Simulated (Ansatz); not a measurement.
# Ge2F: one candidate of a structure search, part 2 of 2

Aim: relax a trial structure of Ge2F and see where it ends.

Ansatz 0.2.0; DFT PBE, scalar-relativistic, plane waves, PAW.

### Step 4. Coarse relaxation, continued

The end of the coarse run is made exact in the group found at a tolerance of 0.06 Å and reduced to its primitive cell.

File input.yaml:

```yaml
crystal:
  lattice:
    - [4.3284249425, 0.0, 0.0]
    - [-2.1642124713, 3.7485259586, 0.0]
    - [0.0, 0.0, 3.0412151083]
  atoms:
    - { symbol: Ge, position: [0.3333333333, 0.6666666667, 0.5] }
    - { symbol: Ge, position: [0.6666666667, 0.3333333333, 0.5] }
    - { symbol: F, position: [0.0, 0.0, 0.0] }
basis:
  ecutwfc: 420
kpoints:
  mp_grid: { grid: [6, 6, 6] }
hamiltonian:
  xc: pbe
scf:
  occupations: { method: gaussian, width: 0.1 }
  lower_state_search: "off"
output:
  forces: true
  stress: true
  eigenvalues: true
relax:
  adjacent_minimum: "off"
  f_tol: 0.04
  max_steps: 70
  cell: { stress_tol: 0.4 }
```

On the command line:

```sh
> ansatz run input.yaml --threads 1 --pin off --max-ram 2560MiB --backend cpu --events-out ev --progress --plain --runs-dir out
```

The log of the run, cut to the lines that bear on the results:

```text
[...]
relax step   3: F+E_penalty+E_count = -9396.93079976 eV  Δ(F+E_penalty+E_count) = +4.740e-4 eV  max|allowed force component| = 6.168e-17 eV/Å  Δτ_max = 0.0000 Å  P = +0.096 GPa  Ω = 49.002 Å³  stress off target by 1.51e-1 GPa  SCF on the basis re-selected at this cell (its energy is not [...]
SCF converged after 7 iterations
Free energy (F): -9396.930800 eV
[...]
E sigma→0 (E₀):  -9396.926620 eV
[...]
  cell:  # Å, volume = 49.0024 Å³
    - [4.326611090693794, 2.885533798848632e-11, 0.0]
    - [-2.163305545371886, 3.746955116821895, 0.0]
    - [0.0, 0.0, 3.02267394196107]
  atoms:
    - { symbol: Ge, position: [0.33333333333333326, 0.6666666666666666, 0.4999999999999999] }
    - { symbol: Ge, position: [0.6666666666666664, 0.3333333333333333, 0.4999999999999999] }
    - { symbol: F, position: [2.3012289607737604e-35, 1.1417406116672286e-35, 0.0] }
```

Run time: 3.4 s. Hardware: 1 thread of Intel Xeon 6975P-C (Granite Rapids), shared host; peak memory 0.39 GiB.

### Step 5. Relaxation on the finer mesh

The end of the coarse run is made exact in the group found at a tolerance of 0.06 Å and reduced to its primitive cell.

File input.yaml:

```yaml
crystal:
  lattice:
    - [4.3266110907, 0.0, 0.0]
    - [-2.1633055453, 3.7469551168, 0.0]
    - [0.0, 0.0, 3.022673942]
  atoms:
    - { symbol: Ge, position: [0.3333333333, 0.6666666667, 0.5] }
    - { symbol: Ge, position: [0.6666666667, 0.3333333333, 0.5] }
    - { symbol: F, position: [0.0, 0.0, 0.0] }
basis:
  ecutwfc: 420
kpoints:
  mp_grid: { grid: [12, 12, 16] }
hamiltonian:
  xc: pbe
scf:
  occupations: { method: gaussian, width: 0.1 }
output:
  forces: true
  stress: true
  eigenvalues: true
relax:
  adjacent_minimum: "off"
  f_tol: 0.01
  max_steps: 80
  cell: { stress_tol: 0.05 }
```

On the command line:

```sh
> ansatz run input.yaml --threads 1 --pin off --max-ram 2560MiB --backend cpu --events-out ev --progress --plain --runs-dir out
```

The log of the run:

```text
Warning: RAYON_NUM_THREADS=1 ignored (pool sized by the plan → 1); use --threads N
[... 9 set-up lines as earlier in the session ...]
Crystal: 3 atoms, lattice volume = 49.002 Å³
Basis set: ecut = 420 eV, 965 PW (Γ), exchange–correlation on 60×60×48 points (8 copies of the dense FFT grid, shifted against one another)
Bands: 22, of which v1, the nominal top of the filled ones, is band 18 counted from 1 (17 counted from 0)
[... 1 set-up line as earlier in the session ...]
Space group: P6/mmm (ITA 191), of the structure as read, at distance tolerance 3.7e-5 Å
k-points: 171 of 2304
[... 8 set-up lines as earlier in the session ...]
SCF iter   1: F=—  HF=-9396.915574 eV  |F-HF|=—  |Δ(HF+E_count)|=         —  Δρ=3.54e-3  dr2=6.60e-3  ethr=1.77e-3  ⟨swp⟩=5.5  Hψ=16282  notcnv=0
preconditioner: auto → none  [metal: Δε(μ)=0.043 eV  Ē_g=21.405 eV  σ=0.100 eV  W_gap=0.24  n_scr=8 (ndim 8)  ℏωp=31.4 eV  f_vac=0.000  D(μ)=0.98/eV (n_scr^D=6)  sad-step TF]
SCF iter   2: F=—  HF=-9396.915182 eV  |F-HF|=—  |Δ(HF+E_count)|=   3.92e-4  Δρ=2.32e-3  dr2=3.05e-3  ethr=1.89e-5  ⟨swp⟩=2.1  Hψ=7151  notcnv=0
SCF iter   3: F=—  HF=-9396.915471 eV  |F-HF|=—  |Δ(HF+E_count)|=   2.89e-4  Δρ=1.06e-3  dr2=3.50e-4  ethr=8.72e-6  ⟨swp⟩=2.0  Hψ=6674  notcnv=0
SCF iter   4: F=—  HF=-9396.915129 eV  |F-HF|=—  |Δ(HF+E_count)|=   3.42e-4  Δρ=3.24e-4  dr2=2.33e-5  ethr=1.00e-6  ⟨swp⟩=2.0  Hψ=6695  notcnv=0
SCF iter   5: F=—  HF=-9396.915068 eV  |F-HF|=—  |Δ(HF+E_count)|=   6.13e-5  Δρ=5.42e-5  dr2=6.45e-7  ethr=6.66e-8  ⟨swp⟩=2.0  Hψ=6698  notcnv=0
SCF iter   6: F=—  HF=-9396.915068 eV  |F-HF|=—  |Δ(HF+E_count)|=   3.79e-7  Δρ=2.30e-5  dr2=1.09e-7  ethr=2.86e-10  ⟨swp⟩=5.9  Hψ=15628  notcnv=0
SCF iter   7: F=-9396.915068 eV  HF=-9396.915068 eV  |F-HF|=8.68e-9  |Δ(HF+E_count)|=   1.25e-7  Δρ=4.99e-6  dr2=4.80e-9  ethr=2.86e-10  ⟨swp⟩=4.0  Hψ=12561  notcnv=0
SCF 1 converged in 7 iterations: F = -9396.915068 eV  dr2 = 4.80e-9
relax step   1: F+E_penalty+E_count = -9396.91506753 eV  Δ(F+E_penalty+E_count) = +0.000e0 eV  max|allowed force component| = 1.249e-16 eV/Å  Δτ_max = 0.0000 Å  P = +0.196 GPa  Ω = 49.002 Å³  (7 SCF iters, dr2 threshold 1.00e-7 eV, accepted)
Crystal: 3 atoms, lattice volume = 48.807 Å³
[... 2 set-up lines as earlier in the session ...]
iter 1 solved again at ethr=2.84e-6 eV; its pass at ethr=3.10e-3 eV (dr2=9.92e-4 eV) is discarded
SCF iter   1: F=—  HF=-9396.918041 eV  |F-HF|=—  |Δ(HF+E_count)|=         —  Δρ=1.28e-3  dr2=9.19e-4  ethr=2.84e-6  ⟨swp⟩=1.4  Hψ=19433  notcnv=0
preconditioner: auto → none  [metal: Δε(μ)=0.017 eV  Ē_g=21.401 eV  σ=0.100 eV  W_gap=0.10  n_scr=8 (ndim 8)  ℏωp=31.4 eV  f_vac=0.000  D(μ)=1.02/eV (n_scr^D=6)]
SCF iter   2: F=—  HF=-9396.917798 eV  |F-HF|=—  |Δ(HF+E_count)|=   2.43e-4  Δρ=4.11e-4  dr2=8.63e-5  ethr=2.62e-6  ⟨swp⟩=1.6  Hψ=4146  notcnv=0
SCF iter   3: F=—  HF=-9396.917728 eV  |F-HF|=—  |Δ(HF+E_count)|=   6.99e-5  Δρ=6.41e-5  dr2=1.45e-6  ethr=2.47e-7  ⟨swp⟩=1.8  Hψ=4278  notcnv=0
iter 4 did not close the SCF: its close was put off for the readings that it lacked (scf_convergence_deferred on its scf_iter line)
SCF iter   4: F=-9396.917729 eV  HF=-9396.917729 eV  |F-HF|=3.02e-9  |Δ(HF+E_count)|=   4.06e-7  Δρ=1.38e-5  dr2=4.12e-8  ethr=4.15e-9  ⟨swp⟩=2.0  Hψ=4674  notcnv=0
iter 5 did not close the SCF: its close was put off for the readings that it lacked (scf_convergence_deferred on its scf_iter line)
SCF iter   5: F=-9396.917729 eV  HF=-9396.917729 eV  |F-HF|=5.46e-12  |Δ(HF+E_count)|=   1.66e-8  Δρ=1.90e-6  dr2=1.37e-9  ethr=1.18e-10  ⟨swp⟩=2.0  Hψ=5045  notcnv=0
SCF iter   6: F=-9396.917729 eV  HF=-9396.917729 eV  |F-HF|=3.27e-10  |Δ(HF+E_count)|=  7.39e-10  Δρ=6.73e-7  dr2=1.26e-10  ethr=3.93e-12  ⟨swp⟩=1.0  Hψ=11223  notcnv=0
SCF 2 converged in 6 iterations: F = -9396.917729 eV  dr2 = 1.26e-10
relax step   2: F+E_penalty+E_count = -9396.91772892 eV  Δ(F+E_penalty+E_count) = -2.661e-3 eV  max|allowed force component| = 1.110e-16 eV/Å  Δτ_max = 0.0000 Å  P = +0.126 GPa  Ω = 48.807 Å³  energy of the carried Pulay correction = +3.380e-4 eV  (6 SCF iters, dr2 threshold 3.00e-7 eV, accepted)
Crystal: 3 atoms, lattice volume = 48.397 Å³
Basis set: ecut = 420 eV, 951 PW (Γ), exchange–correlation on 60×60×48 points (8 copies of the dense FFT grid, shifted against one another)
iter 1 solved again at ethr=1.60e-5 eV; its pass at ethr=3.10e-3 eV (dr2=5.59e-3 eV) is discarded
SCF iter   1: F=—  HF=-9396.921903 eV  |F-HF|=—  |Δ(HF+E_count)|=         —  Δρ=2.97e-3  dr2=5.06e-3  ethr=1.60e-5  ⟨swp⟩=1.1  Hψ=19428  notcnv=0
preconditioner: auto → none  [metal: Δε(μ)=0.038 eV  Ē_g=21.421 eV  σ=0.100 eV  W_gap=0.21  n_scr=8 (ndim 8)  ℏωp=31.6 eV  f_vac=0.000  D(μ)=1.07/eV (n_scr^D=6)]
SCF iter   2: F=—  HF=-9396.920542 eV  |F-HF|=—  |Δ(HF+E_count)|=   1.36e-3  Δρ=8.43e-4  dr2=3.94e-4  ethr=1.45e-5  ⟨swp⟩=1.6  Hψ=4139  notcnv=0
SCF iter   3: F=—  HF=-9396.920439 eV  |F-HF|=—  |Δ(HF+E_count)|=   1.04e-4  Δρ=1.43e-4  dr2=7.97e-6  ethr=1.12e-6  ⟨swp⟩=1.8  Hψ=4229  notcnv=0
SCF iter   4: F=—  HF=-9396.920392 eV  |F-HF|=—  |Δ(HF+E_count)|=   4.69e-5  Δρ=4.37e-5  dr2=4.87e-7  ethr=2.28e-8  ⟨swp⟩=2.0  Hψ=6717  notcnv=0
iter 5 did not close the SCF: its close was put off for the readings that it lacked (scf_convergence_deferred on its scf_iter line)
SCF iter   5: F=-9396.920391 eV  HF=-9396.920391 eV  |F-HF|=3.65e-9  |Δ(HF+E_count)|=   2.92e-7  Δρ=1.13e-5  dr2=4.18e-8  ethr=1.39e-9  ⟨swp⟩=2.0  Hψ=6770  notcnv=0
SCF iter   6: F=-9396.920391 eV  HF=-9396.920391 eV  |F-HF|=8.84e-10  |Δ(HF+E_count)|=   1.23e-8  Δρ=2.47e-6  dr2=1.74e-9  ethr=1.19e-10  ⟨swp⟩=2.0  Hψ=9709  notcnv=0
SCF 3 converged in 6 iterations: F = -9396.920391 eV  dr2 = 1.74e-9
relax step   3: F+E_penalty+E_count = -9396.92039146 eV  Δ(F+E_penalty+E_count) = -2.663e-3 eV  max|allowed force component| = 3.547e-17 eV/Å  Δτ_max = 0.0000 Å  P = +0.058 GPa  Ω = 48.397 Å³  energy of the carried Pulay correction = +1.052e-3 eV  (6 SCF iters, dr2 threshold 3.00e-7 eV, accepted)
[... 12 lines left out ...]
relax step   4: F+E_penalty+E_count = -9396.92019038 eV  Δ(F+E_penalty+E_count) = +2.011e-4 eV  max|allowed force component| = 8.327e-17 eV/Å  Δτ_max = 0.0000 Å  P = -0.106 GPa  Ω = 48.503 Å³  energy of the carried Pulay correction = +8.667e-4 eV  (6 SCF iters, dr2 threshold 1.30e-8 eV, rejected (line search))
[... 10 lines left out ...]
relax step   5: F+E_penalty+E_count = -9396.92034167 eV  Δ(F+E_penalty+E_count) = +4.979e-5 eV  max|allowed force component| = 1.049e-16 eV/Å  Δτ_max = 0.0000 Å  P = -0.000 GPa  Ω = 48.429 Å³  energy of the carried Pulay correction = +9.952e-4 eV  (6 SCF iters, accepted)
[... 11 lines left out ...]
relax step   6: F+E_penalty+E_count = -9396.91985675 eV  Δ(F+E_penalty+E_count) = +4.849e-4 eV  max|allowed force component| = 1.103e-16 eV/Å  Δτ_max = 0.0000 Å  P = -0.021 GPa  Ω = 48.429 Å³  stress off target by 9.89e-2 GPa  SCF on the basis re-selected at this cell (its energy is not comparable with the rows above)  (6 SCF iters)
[... 13 lines left out ...]
relax step   7: F+E_penalty+E_count = -9396.92003912 eV  Δ(F+E_penalty+E_count) = -1.824e-4 eV  max|allowed force component| = 1.527e-16 eV/Å  Δτ_max = 0.0000 Å  P = +0.005 GPa  Ω = 48.346 Å³  energy of the carried Pulay correction = +1.444e-4 eV  (6 SCF iters, dr2 threshold 2.45e-8 eV, accepted)
iter 1 solved again at ethr=9.93e-8 eV; its pass at ethr=3.10e-3 eV (dr2=3.47e-5 eV) is discarded
SCF iter   1: F=—  HF=-9396.919896 eV  |F-HF|=—  |Δ(HF+E_count)|=         —  Δρ=1.95e-5  dr2=2.44e-8  ethr=9.93e-8  ⟨swp⟩=2.9  Hψ=24552  notcnv=0
preconditioner: auto → none  [metal: Δε(μ)=0.044 eV  Ē_g=21.425 eV  σ=0.100 eV  W_gap=0.24  n_scr=8 (ndim 8)  ℏωp=31.6 eV  f_vac=0.000  D(μ)=1.01/eV (n_scr^D=6)]
SCF iter   2: F=—  HF=-9396.919892 eV  |F-HF|=—  |Δ(HF+E_count)|=   3.41e-6  Δρ=8.06e-6  dr2=3.46e-9  ethr=6.96e-11  ⟨swp⟩=2.7  Hψ=6964  notcnv=0
SCF iter   3: F=—  HF=-9396.919892 eV  |F-HF|=—  |Δ(HF+E_count)|=   1.18e-8  Δρ=1.59e-6  dr2=3.14e-10  ethr=9.88e-12  ⟨swp⟩=2.0  Hψ=6723  notcnv=0
iter 4 did not close the SCF: its close was put off for the readings that it lacked (scf_convergence_deferred on its scf_iter line)
SCF iter   4: F=-9396.919892 eV  HF=-9396.919892 eV  |F-HF|=1.24e-10  |Δ(HF+E_count)|=  2.40e-10  Δρ=5.83e-7  dr2=2.33e-11  ethr=1.00e-12  ⟨swp⟩=2.0  Hψ=6739  notcnv=0
iter 5 did not close the SCF: its close was put off for the readings that it lacked (scf_convergence_deferred on its scf_iter line)
SCF iter   5: F=-9396.919892 eV  HF=-9396.919892 eV  |F-HF|=1.82e-12  |Δ(HF+E_count)|=  1.27e-10  Δρ=6.45e-8  dr2=4.92e-13  ethr=1.00e-12  ⟨swp⟩=1.4  Hψ=3832  notcnv=0
iter 6 did not close the SCF: its close was put off for the readings that it lacked (scf_convergence_deferred on its scf_iter line)
SCF iter   6: F=-9396.919892 eV  HF=-9396.919892 eV  |F-HF|=1.82e-12  |Δ(HF+E_count)|=  3.64e-12  Δρ=2.26e-8  dr2=4.89e-14  ethr=1.00e-12  ⟨swp⟩=1.0  Hψ=3762  notcnv=0
iter 7 did not close the SCF: its close was put off for the readings that it lacked (scf_convergence_deferred on its scf_iter line)
SCF iter   7: F=-9396.919892 eV  HF=-9396.919892 eV  |F-HF|=0.00e0  |Δ(HF+E_count)|=  1.82e-12  Δρ=3.58e-9  dr2=1.98e-15  ethr=1.00e-12  ⟨swp⟩=1.0  Hψ=3762  notcnv=0
SCF iter   8: F=-9396.919892 eV  HF=-9396.919892 eV  |F-HF|=1.82e-12  |Δ(HF+E_count)|=  5.46e-12  Δρ=1.15e-9  dr2=2.53e-16  ethr=1.00e-12  ⟨swp⟩=2.0  Hψ=9335  notcnv=0
SCF 8 converged in 8 iterations: F = -9396.919892 eV  dr2 = 2.53e-16
relax step   8: F+E_penalty+E_count = -9396.91989232 eV  Δ(F+E_penalty+E_count) = +1.468e-4 eV  max|allowed force component| = 1.449e-16 eV/Å  Δτ_max = 0.0000 Å  P = +0.001 GPa  Ω = 48.346 Å³  stress off target by 9.26e-3 GPa  SCF on the basis re-selected at this cell (its energy is not comparable with the rows above)  (8 SCF iters)
basis re-selected at this cell: Δ(F+E_penalty+E_count) = +1.468e-4 eV, ΔP = -0.004 GPa vs the last step (what re-selecting the basis moved, of the pressure what is left beyond the Pulay correction that the steps carried, after the strain that the cell walked since its last selection, with what the two solves' SCF thresholds leave and, on support functions, any second-order correction that the steps lacked; it is no measure of the basis error at this ecutwfc). This SCF's stress stands 9.26e-3 GPa from its target on what of the cell is left free (relax.cell.stress_tol is 5.00e-2 GPa) and its largest allowed force component is 1.45e-16 eV/Å (relax.f_tol is 1.00e-2 eV/Å): within both
SCF converged after 8 iterations
Free energy (F): -9396.919892 eV
Harris-Foulkes:  -9396.919892 eV  (|F-HF|=1.82e-12)
Internal energy: -9396.914857 eV  (E = F + TS)
E sigma→0 (E₀):  -9396.917375 eV
Entropy (-TS):   -0.005035 eV (-1.678 meV/atom)
Fermi energy:    8.332779 eV
--- Per-component energies (eV) ---
  E_band       = -290.593595
  E_kinetic    = 425.037981
  E_local      = -4889.432803  (includes V_loc(G=0)·N_el)
  E_nonlocal   = 905.619175
  E_hartree    = 2089.887240
  E_xc         = -229.755351
  E_vxc        = -229.725741  (∫ρ·V_xc dr)
  E_paw        = -4234.673620  (= ΣΔE_a)
  E_vpaw       = -681.869164  (= ΣTr[D̂ρ^β])
  E_aug_tail   = 0.002478  (compensation charges beyond the density's cutoff)
  E_ewald      = -3463.599957
  E_smearing   = -0.005035  (= −TS)
  E_closure    = 0.000000  (closes the sum)
  Σ components = -9396.919892   (vs F -9396.919892, Δ=0.00e0)
--- Forces (eV/Å), atoms counted from 1 ---
  atom   1  Ge    -0.00000000     0.00000000     0.00000000
  atom   2  Ge     0.00000000    -0.00000000    -0.00000000
  atom   3  F     -0.00000000    -0.00000000     0.00000000
  max |Σ_I F_I| component: 2.31e-17 eV/Å
--- Stress (GPa, compression-positive) ---
       -0.003423      -0.000000       0.000000
       -0.000000      -0.003423      -0.000000
        0.000000      -0.000000       0.009260
  P = ⅓ Tr σ = 0.0008 GPa (0.008 kbar)
--- Band table (eV; the first three rows and the last of 171) ---
  k-point 0: bands = ["-16.1862", "-16.0392", "-16.0392", "-16.0384", "-16.0143", "-16.0143", "-15.9539", "-15.9539", "-15.9054", "-15.9054", "-13.0453", "-2.8753", "4.6064", "4.8185", "4.8185", "6.2020", "6.5621", "6.5621", "13.3511", "13.3511", "13.5946", "17.1093"]
  k-point 1: bands = ["-16.1825", "-16.0409", "-16.0409", "-16.0341", "-16.0140", "-16.0140", "-15.9550", "-15.9550", "-15.9052", "-15.9052", "-13.0370", "-2.8254", "4.6685", "4.8410", "4.8410", "6.1425", "6.6169", "6.6169", "12.8087", "13.3535", "13.3535", "17.8555"]
  k-point 2: bands = ["-16.1720", "-16.0456", "-16.0456", "-16.0221", "-16.0135", "-16.0135", "-15.9582", "-15.9582", "-15.9047", "-15.9047", "-13.0132", "-2.6772", "4.8548", "4.9060", "4.9060", "5.9742", "6.7783", "6.7783", "11.3436", "13.3598", "13.3598", "17.2139"]
  k-point 170: bands = ["-16.1072", "-16.1011", "-16.0678", "-16.0678", "-16.0336", "-16.0336", "-15.9694", "-15.8926", "-15.8926", "-15.7962", "-12.7922", "1.7433", "1.7433", "3.8643", "4.3088", "4.3088", "7.8130", "7.8130", "8.3731", "14.2672", "14.2672", "14.5293"]
--- Relaxed structure (6 steps of the walk, 5 accepted, 2 SCFs on fresh bases) ---
  F+E_penalty+E_count = -9396.91989232 eV   max|allowed force component| = 1.449e-16 eV/Å   (the final SCF, on the basis selected at the relaxed cell)
  cell:  # Å, volume = 48.3463 Å³
    - [4.36443307430337, -2.911979623678963e-11, -1.2239422574815389e-32]
    - [-2.1822165371264663, 3.7797099154782945, -4.4306388884204135e-33]
    - [-8.550753212368582e-33, -8.510982267194774e-33, 2.930737776699268]
  atoms:
    - { symbol: Ge, position: [0.33333333333333326, 0.6666666666666665, 0.5] }
    - { symbol: Ge, position: [0.6666666666666666, 0.3333333333333333, 0.5] }
    - { symbol: F, position: [1.0958987455624089e-34, 4.854431877832707e-35, -2.59671106772342e-34] }
```

Run time: 41 s. Hardware: 1 thread of Intel Xeon 6975P-C (Granite Rapids), shared host; peak memory 0.49 GiB.

Step by step:

| step | energy from step 1 (eV/cell) | largest force component (eV/Å) | pressure (GPa) | volume (Å³) |
| --- | --- | --- | --- | --- |
| 1 | 0.0000 | 0.0000 | 0.20 | 49.00 |
| 2 | -0.0027 | 0.0000 | 0.13 | 48.81 |
| 3 | -0.0053 | 0.0000 | 0.06 | 48.40 |
| 4 | -0.0051 | 0.0000 | -0.11 | 48.50 |
| 5 | -0.0053 | 0.0000 | 0.00 | 48.43 |
| 6 | -0.0048 | 0.0000 | -0.02 | 48.43 |
| 7 | -0.0050 | 0.0000 | 0.00 | 48.35 |
| 8 | -0.0048 | 0.0000 | 0.00 | 48.35 |

Step 1 is the start. Steps 6, 8 each repeat the geometry before them on a plane-wave basis chosen anew, so the energy can jump there without any move. Step 4 was tried and not accepted.

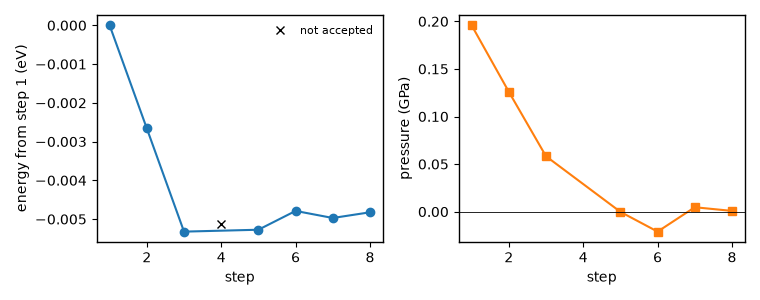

Energy and pressure along the relaxation.

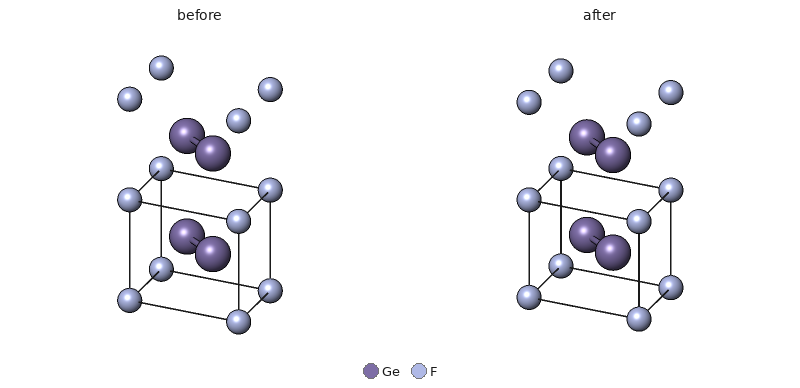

The structure before (left) and after (right) the relaxation, drawn at the same scale.

|  | before | after | change |
| --- | --- | --- | --- |
| a (Å) | 4.327 | 4.364 | +0.9 % |
| b (Å) | 4.327 | 4.364 | +0.9 % |
| c (Å) | 3.023 | 2.931 | -3.0 % |
| volume (Å³/atom) | 16.33 | 16.12 | -1.3 % |
| shortest distance (Å) | 2.498 | 2.520 | +0.9 % |
| space group (0.01 Å) | P6/mmm | P6/mmm | same |

Forces and stress were held to the start's 24 operations: a distortion of lower symmetry was not tested.

### Step 6. Changing settings: mixing.algorithm broyden, mixing.beta 0.9, mixing.ndim 2

File input.yaml:

```yaml
crystal:
  lattice:
    - [4.3644330743, 0.0, 0.0]
    - [-2.1822165371, 3.7797099155, 0.0]
    - [0.0, 0.0, 2.9307377767]
  atoms:
    - { symbol: Ge, position: [0.3333333333, 0.6666666667, 0.5] }
    - { symbol: Ge, position: [0.6666666667, 0.3333333333, 0.5] }
    - { symbol: F, position: [0.0, 0.0, 0.0] }
basis:
  ecutwfc: 420
kpoints:
  mp_grid: { grid: [12, 12, 16] }
hamiltonian:
  xc: pbe
scf:
  occupations: { method: gaussian, width: 0.1 }
  mixing: { algorithm: broyden, beta: 0.9, ndim: 2 }
output:
  forces: true
  eigenvalues: true
  stress: true
```

On the command line:

```sh
> ansatz run input.yaml --threads 1 --pin off --max-ram 2560MiB --backend cpu --events-out ev --progress --plain --runs-dir out
```

The log of the run, cut to the lines that bear on the results:

```text
Warning: RAYON_NUM_THREADS=1 ignored (pool sized by the plan → 1); use --threads N
[...]
[... 4 set-up lines as earlier in the session ...]
[...]
Crystal: 3 atoms, lattice volume = 48.346 Å³
[...]
Fermi energy:    8.332812 eV
[...]
--- Forces (eV/Å), atoms counted from 1 ---
  atom   1  Ge     0.00000000     0.00000000    -0.00000000
  atom   2  Ge    -0.00000000    -0.00000000     0.00000000
  atom   3  F      0.00000000     0.00000000    -0.00000000
[...]
--- Stress (GPa, compression-positive) ---
       -0.003407       0.000000       0.000000
        0.000000      -0.003407       0.000000
        0.000000       0.000000       0.009746
  P = ⅓ Tr σ = 0.0010 GPa (0.010 kbar)
--- Band table (eV; the first three rows and the last of 171) ---
[... band rows left out ...]
[...]
```

It took 6.8 s on 1 thread of Intel Xeon 6975P-C (Granite Rapids), shared host; peak memory 0.47 GiB.

```tsv
run	ending	energy change	pressure (GPa)	gap (eV)	force (eV/Å)	cycles	time
step 5	converged	0	0.0	0.00	0.00	-	41 s
variant	converged	0.0 meV/atom	0.0	0.00	0.00	11	6.8 s
```

With the changed mixing the energy agrees within 0.5 meV/atom.

### Step 7. What came out

What follows sums up all 2 parts. Changes of volume or cell count from the first structure of part 1.

```
                                                              quantity                                                                       value
                                symmetry at the end (tolerance 0.05 Å)                                                space group P6/mmm (No. 191)
                                                     conventional cell  a = 4.364 Å, b = 4.364 Å, c = 2.931 Å, α = 90.00°, β = 90.00°, γ = 120.00°
                                                                volume                                                               16.12 Å³/atom
energy over the elements (uncorrected; H, N, O, F and Cl as molecules)                                                               -0.45 eV/atom
                                                       gap on the mesh                                                                none (metal)
```

What this shows: The space group P6/mmm (No. 191) is kept, and the volume per atom grows by 13.8 % from the first guess. It lies below the elements, which doesn't yet make it stable: competing phases were not computed in this session. No finished test with a distortion of lower symmetry is shown, so the end may be a saddle point. The final runs have no spin polarisation, so no magnetic state was tried and one may lie lower.
